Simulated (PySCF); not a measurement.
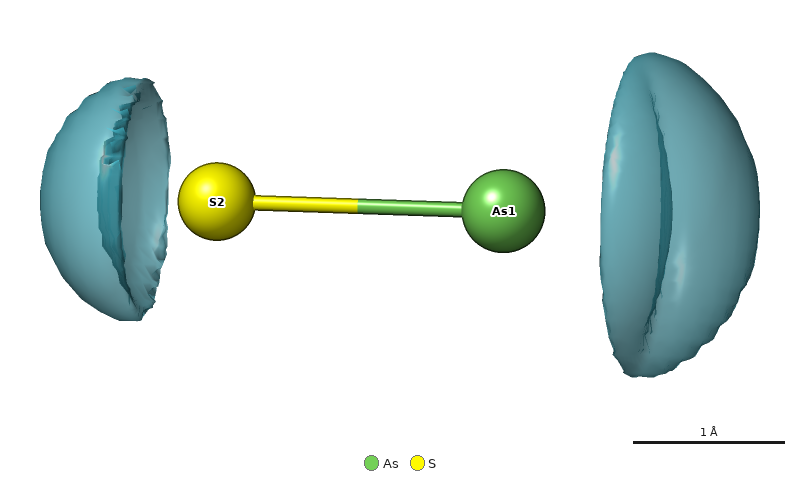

*AsS (charge +1). Isosurface of the ELF at 0.9 (cyan), seen from one side. Core shells and regions of very low density are left out.*

Method: PBE0/def2-SVP, non-relativistic Hamiltonian with scalar-relativistic core potentials where named, at a bond length of 1.950 Å (PySCF).

| atom | x (Å) | y (Å) | z (Å) |
| --- | --- | --- | --- |
| As | 0.0000 | 0.0000 | -0.5832 |
| S | 0.0000 | 0.0000 | 1.3668 |

Q: Describe the localisation domains.

A: The surface consists of one lobe on As, pointing away from the bonds (lone pairs) and one lobe on S, pointing away from the bonds (lone pairs, which may merge into one lobe).

Values along the shortest contacts:
As–S (1.95 Å): the ELF peaks at about 0.80 between the atoms, as expected for a covalent bond.
